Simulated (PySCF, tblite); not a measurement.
# C₃H₆N₂OSi: dynamics, then NMR shifts on frames

How do NMR shifts of C₃H₆N₂OSi (`[SiH3]Oc1cnc[nH]1`) change as the atoms move?

Computed with tblite 0.8.0 and PySCF 2.14.0, with density-fitted response routines of our own, on a single molecule in the gas phase. Atoms count from 0, in the outputs and in this text.

## 1. Starting geometry

13 atoms, charge 0, multiplicity 1; geometry from: GFN2-xTB.

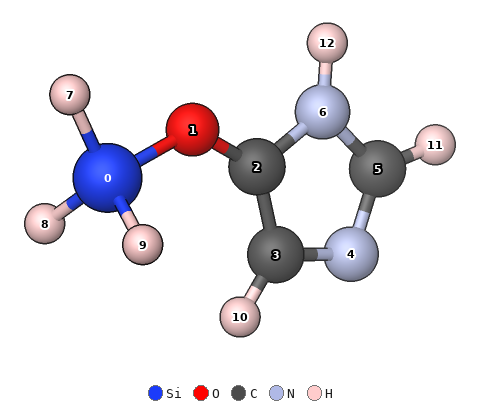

As it starts; silicon blue, oxygen red, carbon dark grey, nitrogen light blue, hydrogen pink, atoms numbered.

## 2. A short Langevin run with GFN2-xTB

The job: settings as JSON, then the geometry in Å.

```
{"job": {"kind": "md", "xc": "GFN2-xTB", "basis": "xTB", "temperature": 400, "steps": 2000, "every": 50, "frames": 5}, "charge": 0, "multiplicity": 1}
Si     2.414469    -0.011545     0.404563
O      0.935903    -0.705945     0.365055
C     -0.260267    -0.180734     0.090293
C     -0.689275     1.071417    -0.247770
N     -2.040094     1.059775    -0.421133
C     -2.426120    -0.159675    -0.196598
N     -1.379305    -0.969875     0.122721
H      3.176402    -1.195268     0.770691
H      2.757120     0.533771    -0.908155
H      2.451672     1.052871     1.406388
H     -0.112928     1.964527    -0.374530
H     -3.437735    -0.506774    -0.249640
H     -1.394228    -1.952057     0.341793
```

Method: GFN2-xTB Langevin dynamics, gas phase.

On the command line:

```bash
> OMP_NUM_THREADS=1 python probes_run.py task.json out
```

One launch serves the whole session: the jobs run in the order shown.

What it wrote:

```text
t/fs     T/K      E/eV
    0.0   333.4   -576.48936
   25.0   204.4   -576.19734
   50.0   214.7   -576.05449
   75.0   252.7   -576.14373
  100.0   304.4   -576.22543
  125.0   288.3   -576.07906
  150.0   412.3   -576.09835
  175.0   278.8   -575.75639
  200.0   426.3   -575.94227
  225.0   338.7   -575.89345
  250.0   515.2   -576.08780
  275.0   440.4   -575.95550
  300.0   454.9   -575.87519
  325.0   499.7   -575.90077
  350.0   397.6   -575.78327
  375.0   459.4   -575.82669
  400.0   315.3   -575.87591
  425.0   387.3   -576.00902
  450.0   423.1   -575.93819
  475.0   342.0   -575.77967
  500.0   412.7   -576.06508
  525.0   370.4   -576.04292
  550.0   339.4   -576.04592
  575.0   272.1   -575.67022
  600.0   382.5   -575.96823
  625.0   445.7   -575.98132
  650.0   376.9   -575.93195
  675.0   425.8   -575.90603
  700.0   445.9   -575.91691
  725.0   515.3   -575.88459
  750.0   398.7   -575.74209
  775.0   355.8   -575.84156
  800.0   445.4   -575.86263
  825.0   433.6   -575.89840
  850.0   361.5   -575.76426
  875.0   429.4   -575.82351
  900.0   395.2   -575.96394
  925.0   417.8   -575.96340
  950.0   422.4   -575.98337
  975.0   351.2   -575.93799
 1000.0   385.5   -575.83846
```

Run time: 8.5 s. Hardware: 1 thread of Arm Neoverse V2, shared host; peak memory 0.18 GiB.

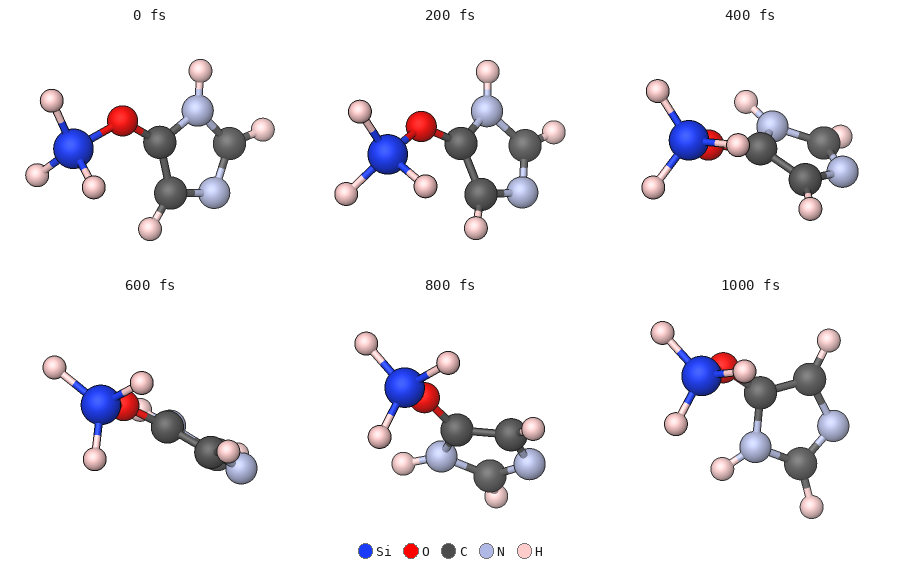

Frames of the run.

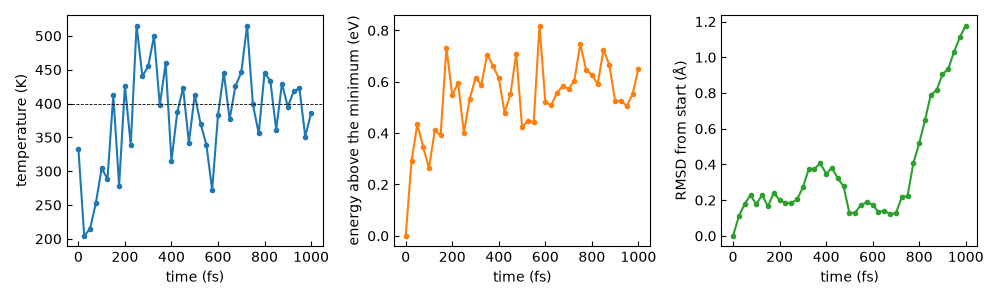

Temperature, potential energy and distance from the start.

Positions (Å) and forces (eV/Å) at 1000 fs:

```xyz
13

Si    1.156   -1.220    1.333   -0.016   -2.097   -0.229
O    -0.057   -1.511    0.310   -0.429   -0.532   -0.363
C    -1.198   -0.886    0.122   -1.713    1.434   -0.218
C    -2.521   -1.196    0.323   -0.604    1.144   -0.487
N    -3.340   -0.051   -0.043    0.451   -3.130    1.398
C    -2.535    0.866   -0.382    1.219    1.414    0.071
N    -1.203    0.443   -0.286   -1.112    0.757   -0.364
H     1.930   -2.356    0.824    0.066    0.072    0.340
H     1.790   -0.037    1.019    1.009    2.029   -0.414
H     0.668   -1.208    2.669   -0.184   -0.042    0.795
H    -2.898   -2.135    0.735   -0.077    0.781   -0.469
H    -2.871    1.948   -0.529    0.826   -1.867   -0.122
H    -0.467    0.952   -0.728    0.564    0.038    0.064
```

## 3. NMR shieldings: 250 fs, PBE0/pcSseg-1

The job: settings as JSON, then the geometry in Å.

```
{"job": {"kind": "nmr", "xc": "PBE0", "basis": "pcSseg-1", "pop": false}, "charge": 0, "multiplicity": 1}
Si     1.966900     0.123900     0.858700
O      0.696300    -0.824500     0.414700
C     -0.531100    -0.339800     0.183300
C     -1.052700     0.878700     0.415500
N     -2.341300     0.816600    -0.049400
C     -2.587700    -0.357300    -0.578700
N     -1.470200    -1.206200    -0.346700
H      3.111800    -0.747100     0.682700
H      2.106400     1.236700    -0.058500
H      1.789100     0.618100     2.257000
H     -0.542100     1.713900     0.919000
H     -3.515400    -0.726700    -1.069200
H     -1.331200    -2.116300    -0.749500
```

Level: GIAO PBE0/pcSseg-1 NMR shielding, non-relativistic, gas phase.

What it wrote:

```text
coarse grid: 11816 points
cycle   1  E = -591.4999853637  dE =  1.293e+00  |g| = 6.762e-01  |ddm| = 3.393e+00
cycle   2  E = -591.3636499338  dE =  1.363e-01  |g| = 1.073e+00  |ddm| = 1.373e+00
cycle   3  E = -591.5883859981  dE = -2.247e-01  |g| = 1.328e-01  |ddm| = 8.744e-01
cycle   4  E = -591.5912896901  dE = -2.904e-03  |g| = 6.217e-02  |ddm| = 1.198e-01
cycle   5  E = -591.5920331002  dE = -7.434e-04  |g| = 1.699e-02  |ddm| = 5.384e-02
cycle   6  E = -591.5920927052  dE = -5.960e-05  |g| = 5.768e-03  |ddm| = 1.883e-02
cycle   7  E = -591.5920996748  dE = -6.970e-06  |g| = 1.595e-03  |ddm| = 5.411e-03
final grid: 110976 points
cycle   8  E = -591.6395227396  dE = -1.674e-05  |g| = 9.919e-03  |ddm| = 2.251e-02
cycle   9  E = -591.6394920691  dE =  3.067e-05  |g| = 1.605e-02  |ddm| = 1.886e-02
cycle  10  E = -591.6395410696  dE = -4.900e-05  |g| = 1.202e-03  |ddm| = 1.260e-02
cycle  11  E = -591.6395413790  dE = -3.094e-07  |g| = 3.712e-04  |ddm| = 1.236e-03
cycle  12  E = -591.6395414045  dE = -2.549e-08  |g| = 1.455e-04  |ddm| = 3.545e-04
cycle  13  E = -591.6395414091  dE = -4.612e-09  |g| = 3.533e-05  |ddm| = 1.328e-04
cycle  14  E = -591.6395414093  dE = -2.110e-10  |g| = 1.440e-05  |ddm| = 3.069e-05
converged SCF energy = -591.6395414093

GIAO shielding tensors (ppm)
atom      isotropic    diamagn.    paramagn.     s11        s22        s33       span
  0 Si     386.054     880.348    -494.294    341.070    349.089    468.003    126.933
  1 O      264.078     399.086    -135.009    182.819    267.021    342.393    159.574
  2 C       32.579     250.872    -218.293    -30.838     38.000     90.574    121.411
  3 C       80.725     257.306    -176.581     19.758     83.436    138.982    119.223
  4 N      -55.497     328.925    -384.422   -315.600    -88.858    237.966    553.566
  5 C       51.077     252.825    -201.748    -27.741     68.148    112.825    140.565
  6 N       82.023     328.019    -245.996    -12.959    112.682    146.344    159.303
  7 H       26.891      29.537      -2.646     23.141     25.489     32.042      8.901
  8 H       26.875      30.652      -3.777     24.083     25.270     31.273      7.190
  9 H       26.246      28.992      -2.746     23.416     24.222     31.099      7.684
 10 H       24.400      31.643      -7.244     21.481     24.264     27.454      5.974
 11 H       23.623      26.754      -3.131     20.011     23.529     27.330      7.318
 12 H       23.636      33.323      -9.687     19.663     23.973     27.273      7.610
```

Wall time 12 s (1 thread of Arm Neoverse V2, shared host); peak memory 0.72 GiB.

The references, computed at this level on geometries of the same kind, shield at (ppm): 1H TMS 31.72, 13C TMS 186.9, 29Si TMS 349.2, 15N NH3 267.7, 17O H2O 336.1. Their shielding less the atom's gives the shift. The references are single molecules in the gas phase, so shifts against H2O, NH3, PH3, H3PO4 or CFCl3 are not on the usual liquid scales and can be off by tens of ppm. Each atom is listed at this fixed geometry, with no averaging over motion; a spectrum would average atoms that exchange fast.

```
atoms                                              environment  σ (ppm)  δ (ppm)
   C2                           aromatic carbon bearing oxygen     32.6    154.3
   C5                 aromatic CH between two ring heteroatoms     51.1    135.8
   C3                      aromatic CH next to a ring nitrogen     80.7    106.2
  H11  hydrogen on an aromatic CH between two ring heteroatoms    23.62     8.09
  H12                 hydrogen on a pyrrole-type ring nitrogen    23.64     8.08
  H10       hydrogen on an aromatic CH next to a ring nitrogen    24.40     7.32
   H9                        hydrogen on a silicon bonded to O    26.25     5.47
   H8                        hydrogen on a silicon bonded to O    26.88     4.84
   H7                        hydrogen on a silicon bonded to O    26.89     4.83
  Si0                                 silicon bonded to O, 3 H    386.1    -36.9
   O1                                   oxygen bonded to C, Si    264.1     72.0
   N4                       pyridine-type nitrogen of an azole    -55.5    323.2
   N6                               pyrrole-type ring nitrogen     82.0    185.7
```

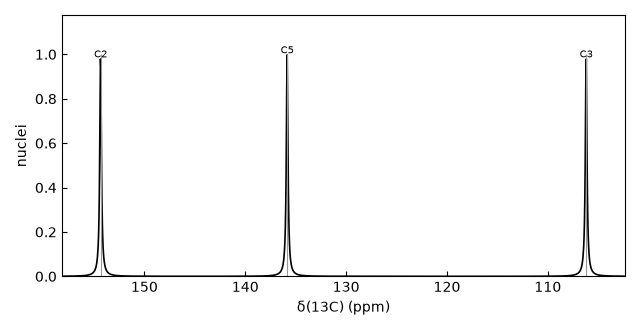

13C lines at the computed shifts, without couplings. Lines are broadened to a width of 0.19 ppm (Lorentzian).

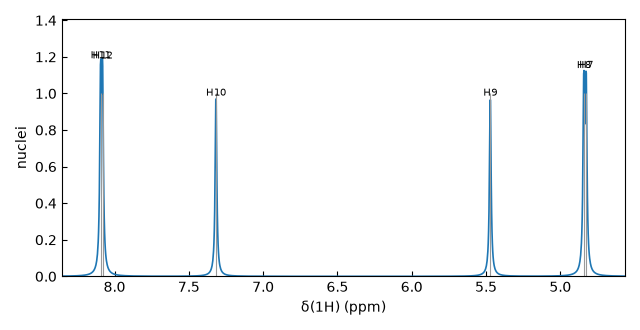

1H lines at the computed shifts, without couplings. Lines are broadened to a width of 0.01 ppm (Lorentzian).

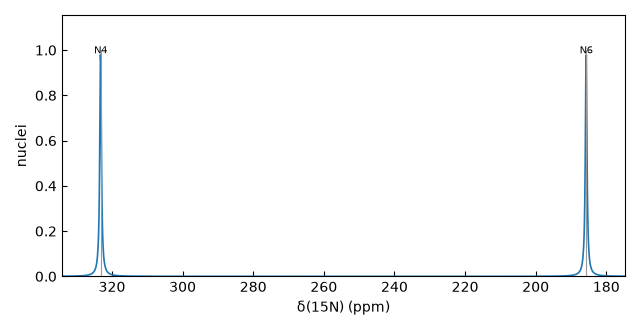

15N lines at the computed shifts, without couplings. Lines are broadened to a width of 0.55 ppm (Lorentzian).

Ring of atoms C2, C3, N4, C5, N6: NICS(0) -12.6, NICS(1) -9.8, NICS(1)zz -25.1 ppm (means of both faces).

## 4. Nuclear shieldings: 425 fs, PBE0/pcSseg-1

The job: settings as JSON, then the geometry in Å.

```
{"job": {"kind": "nmr", "xc": "PBE0", "basis": "pcSseg-1", "pop": false}, "charge": 0, "multiplicity": 1}
Si     1.739600    -0.533000     1.354800
O      0.590200    -0.544700     0.290400
C     -0.722200    -0.284800     0.359300
C     -1.554700     0.338300     1.266500
N     -2.825700     0.254500     0.814100
C     -2.837200    -0.446500    -0.231100
N     -1.545000    -0.853000    -0.570400
H      2.324800    -1.855900     1.078600
H      2.586000     0.645300     1.109200
H      1.317300    -0.516400     2.741600
H     -1.130700     0.656200     2.177800
H     -3.646300    -0.847400    -0.779300
H     -1.167100    -1.176000    -1.460900
```

Level: GIAO PBE0/pcSseg-1 NMR shielding, non-relativistic, gas phase.

What it wrote:

```text
coarse grid: 11816 points
cycle   1  E = -591.4898733455  dE =  1.543e+00  |g| = 6.752e-01  |ddm| = 3.412e+00
cycle   2  E = -591.3829886613  dE =  1.069e-01  |g| = 1.004e+00  |ddm| = 1.281e+00
cycle   3  E = -591.5760327508  dE = -1.930e-01  |g| = 1.271e-01  |ddm| = 8.033e-01
cycle   4  E = -591.5786664733  dE = -2.634e-03  |g| = 5.758e-02  |ddm| = 1.108e-01
cycle   5  E = -591.5792962094  dE = -6.297e-04  |g| = 1.479e-02  |ddm| = 5.175e-02
cycle   6  E = -591.5793412950  dE = -4.509e-05  |g| = 5.201e-03  |ddm| = 1.669e-02
cycle   7  E = -591.5793468875  dE = -5.593e-06  |g| = 1.424e-03  |ddm| = 4.708e-03
final grid: 110976 points
cycle   8  E = -591.6268027411  dE = -1.973e-05  |g| = 1.064e-02  |ddm| = 2.287e-02
cycle   9  E = -591.6267700184  dE =  3.272e-05  |g| = 1.688e-02  |ddm| = 1.933e-02
cycle  10  E = -591.6268238281  dE = -5.381e-05  |g| = 1.263e-03  |ddm| = 1.263e-02
cycle  11  E = -591.6268241804  dE = -3.523e-07  |g| = 3.800e-04  |ddm| = 1.349e-03
cycle  12  E = -591.6268242083  dE = -2.791e-08  |g| = 1.421e-04  |ddm| = 3.705e-04
cycle  13  E = -591.6268242125  dE = -4.235e-09  |g| = 3.615e-05  |ddm| = 1.330e-04
cycle  14  E = -591.6268242127  dE = -2.262e-10  |g| = 1.521e-05  |ddm| = 3.328e-05
converged SCF energy = -591.6268242127

GIAO shielding tensors (ppm)
atom      isotropic    diamagn.    paramagn.     s11        s22        s33       span
  0 Si     389.906     881.441    -491.535    345.877    355.953    467.890    122.013
  1 O      282.845     400.140    -117.295    200.882    291.488    356.165    155.283
  2 C       29.459     248.402    -218.943    -50.788     47.307     91.859    142.647
  3 C       80.138     258.668    -178.530     20.589     80.764    139.062    118.473
  4 N      -19.072     331.569    -350.641   -255.079    -67.189    265.052    520.131
  5 C       64.032     251.273    -187.241     -1.945     77.005    117.035    118.981
  6 N       83.460     328.436    -244.976    -11.033    110.637    150.776    161.808
  7 H       26.400      29.459      -3.058     22.227     25.148     31.825      9.598
  8 H       26.384      29.754      -3.370     23.266     24.431     31.454      8.188
  9 H       26.611      30.118      -3.508     23.402     25.697     30.733      7.332
 10 H       25.483      33.486      -8.003     22.356     24.828     29.266      6.909
 11 H       25.194      28.280      -3.086     20.925     25.002     29.654      8.729
 12 H       23.772      33.466      -9.694     19.609     24.231     27.475      7.866
```

Wall time 12 s (1 thread of Arm Neoverse V2, shared host); peak memory 0.74 GiB.

This run: δ C2 157.5, C5 122.9, C3 106.8, Si0 -40.7, H12 7.95, H11 6.52 ppm.

[end of part 1 of 2]
